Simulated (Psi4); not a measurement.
# ZrCl4 (zirconium tetrachloride): B3LYP/def2-SVP (core potential)

What is the vertical singlet–triplet gap of ZrCl4 (zirconium tetrachloride) at B3LYP/def2-SVP (core potential)? 

The results are computed with Psi4 1.11.

12 further runs of the same task are left out: 11 that didn't finish, 1 set aside as unsound or not needed.

## 1. The molecule

ZrCl4 has 5 atoms, charge 0, and is taken as a singlet. As SMILES, `Cl[Zr](Cl)(Cl)Cl`. Geometry: relaxed at PBE0-D4/def2-TZVP.

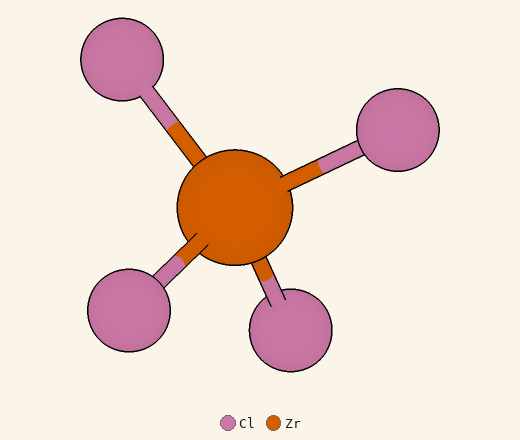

Viewed from a chosen angle; chlorine pink, zirconium orange.

## 2. A single-point energy at B3LYP/def2-SVP (core potential)

Contents of job.py:

```python
import psi4

psi4.set_memory('2200 MB')
psi4.set_num_threads(1)
psi4.core.set_output_file('output.dat', False)

mol = psi4.geometry("""
0 1
Cl    -0.109970    -0.230800     2.301810
Zr     0.000020     0.000000    -0.000020
Cl     1.545400    -1.499220    -0.853260
Cl    -2.081750    -0.430080    -0.919260
Cl     0.646280     2.160110    -0.529270
units angstrom
symmetry c1
""")

psi4.set_options({
    'puream': True,
    'e_convergence': 1e-09,
    'd_convergence': 1e-08,
    'scf_type': 'pk',
    'dft_radial_points': 99,
    'dft_spherical_points': 590,
})

e_tot, wfn = psi4.energy('b3lyp/def2-SVP', return_wfn=True)
psi4.oeprop(wfn, 'LOWDIN_CHARGES', 'QUADRUPOLE', 'MAYER_INDICES')
print(f'total energy {e_tot:.8f} hartree = {e_tot * 27.211386:.5f} eV')
```

Run with:

```sh
python job.py
```

output.dat, shortened:

```text
[...]
    !!!  WARNING: ECP capability is in beta. Please check occupations closely.  !!!
[...]
  Running in c1 symmetry.
[...]
  Nuclear repulsion =  429.068127939897408
[...]
  Multiplicity = 1
[...]
  Nalpha       = 40
  Nbeta        = 40
[...]
    Number of basis functions: 103
[...]
   @RKS iter   1: -1887.53803358118944   -5.04285e-01   4.96909e-03 ADIIS/DIIS
[...]
   @RKS iter  12: -1887.67261017366809   -2.04636e-12   1.97310e-09 DIIS
[...]
    Orbital Energies [Eh]
    ---------------------
    Doubly Occupied:
       1A   -101.521963     2A   -101.521918     3A   -101.521915
       4A   -101.521914     5A     -9.477563     6A     -9.477534
       7A     -9.477531     8A     -9.477530     9A     -7.241266
      10A     -7.241244    11A     -7.241241    12A     -7.241240
      13A     -7.239034    14A     -7.239033    15A     -7.239018
      16A     -7.239016    17A     -7.239016    18A     -7.239001
      19A     -7.239000    20A     -7.238999    21A     -2.209353
      22A     -1.343825    23A     -1.343824    24A     -1.343823
      25A     -0.832702    26A     -0.822211    27A     -0.822209
      28A     -0.822208    29A     -0.405054    30A     -0.399026
      31A     -0.399025    32A     -0.399023    33A     -0.382872
      34A     -0.382872    35A     -0.362801    36A     -0.362800
[...]
  @RKS Final Energy: -1887.67261017366809
   => Energetics <=
    Nuclear Repulsion Energy =            429.0681279398974084
    One-Electron Energy =               -3475.5284227731972351
    Two-Electron Energy =                1254.7248090239254452
    DFT Exchange-Correlation Energy =     -95.9371243642935667
    Empirical Dispersion Energy =           0.0000000000000000
    VV10 Nonlocal Energy =                  0.0000000000000000
    Total Energy =                      -1887.6726101736680903
[...]
 Multipole Moments:
 ------------------------------------------------------------------------------------
     Multipole            Electronic (a.u.)      Nuclear  (a.u.)        Total (a.u.)
 ------------------------------------------------------------------------------------
 L = 1.  Multiply by 2.5417464519 to convert [e a0] to [Debye]
 Dipole X            :          0.0011206           -0.0010942            0.0000263
 Dipole Y            :         -0.0000849            0.0000912            0.0000063
 Dipole Z            :         -0.0009079            0.0009118            0.0000039
 Magnitude           :                                                    0.0000274
 L = 2.  Multiply by 1.3450342976 to convert [e a0^2] to [Debye ang]
 Quadrupole XX       :       -490.1278486          434.1670724          -55.9607761
 Quadrupole XY       :          0.0098120           -0.0096272            0.0001849
[...]
```

On the terminal:

```text
total energy -1887.67261017 hartree = -51366.18804 eV
```

It took 16 s on 1 thread of Intel Xeon Platinum 8259CL at 2.50GHz (Skylake/Cascade Lake), shared host; peak memory 0.97 GiB.

## 3. The triplet at the same level

Contents of calc.inp:

```
memory 2.2 GB

molecule {
  0 3
  Cl    -0.20781318    -0.43614879     4.34979049
  Zr     0.00003779     0.00000000    -0.00003779
  Cl     2.92038275    -2.83311520    -1.61242771
  Cl    -3.93393736    -0.81273341    -1.73714964
  Cl     1.22129220     4.08201630    -1.00017535
  units bohr
  symmetry c1
}

set {
  basis def2-SVP
  reference uks
  puream true
  e_convergence 1e-09
  d_convergence 1e-08
  scf_type pk
  dft_radial_points 99
  dft_spherical_points 590
  maxiter 100
}

E, wfn = energy("b3lyp", return_wfn=True)
oeprop(wfn, "LOWDIN_CHARGES", "MAYER_INDICES", "WIBERG_LOWDIN_INDICES")
```

Run with:

```sh
psi4 -n 1 calc.inp calc.out
```

calc.out, shortened:

```text
[...]
    !!!  WARNING: ECP capability is in beta. Please check occupations closely.  !!!
[...]
  Running in c1 symmetry.
[...]
  Nuclear repulsion =  429.068128173606624
[...]
  Multiplicity = 3
[...]
  Nalpha       = 41
  Nbeta        = 39
[...]
    Number of basis functions: 103
[...]
   @UKS iter   1: -1887.35385066882736   -4.37339e-01   4.51238e-03 DIIS/ADIIS
[...]
   @UKS iter  35: -1887.47549142154048   -3.47882e-11   8.03364e-09 DIIS
[...]
   @S^2 Observed:                2.004699138E+00
[...]
  @UKS Final Energy: -1887.47549142154048
   => Energetics <=
    Nuclear Repulsion Energy =            429.0681281736066239
    One-Electron Energy =               -3475.9390293923406716
    Two-Electron Energy =                1255.3863949929780119
    DFT Exchange-Correlation Energy =     -95.9909851957844040
    Empirical Dispersion Energy =           0.0000000000000000
    VV10 Nonlocal Energy =                  0.0000000000000000
    Total Energy =                      -1887.4754914215404824
[...]
 Multipole Moments:
 ------------------------------------------------------------------------------------
     Multipole            Electronic (a.u.)      Nuclear  (a.u.)        Total (a.u.)
 ------------------------------------------------------------------------------------
 L = 1.  Multiply by 2.5417464519 to convert [e a0] to [Debye]
 Dipole X            :          0.0010627           -0.0010941           -0.0000314
 Dipole Y            :         -0.0001068            0.0000912           -0.0000156
 Dipole Z            :         -0.0009311            0.0009117           -0.0000194
 Magnitude           :                                                    0.0000401
[...]
```

It took 53 s on 1 thread of Intel Xeon Platinum 8259CL at 2.50GHz (Skylake/Cascade Lake), shared host; peak memory 0.97 GiB.

## 4. Results

Level: B3LYP/def2-SVP (core potential).

| quantity | value |
| --- | --- |
| singlet: total energy | -1887.67261 Eh |
| singlet: dipole moment | 0.00 D |
| singlet: HOMO energy | -9.33 eV |
| singlet: LUMO energy | -2.70 eV |
| singlet: HOMO–LUMO gap | 6.64 eV |
| triplet: total energy | -1887.47549 Eh |
| triplet: dipole moment | 0.00 D |
| triplet: HOMO energy (highest over α and β) | -3.81 eV |
| triplet: ⟨S²⟩ | 2.005 |
| vertical energy of the triplet above the singlet | 5.364 eV |

In words: At this shape the triplet lies 5.36 eV (124 kcal/mol) above the singlet.
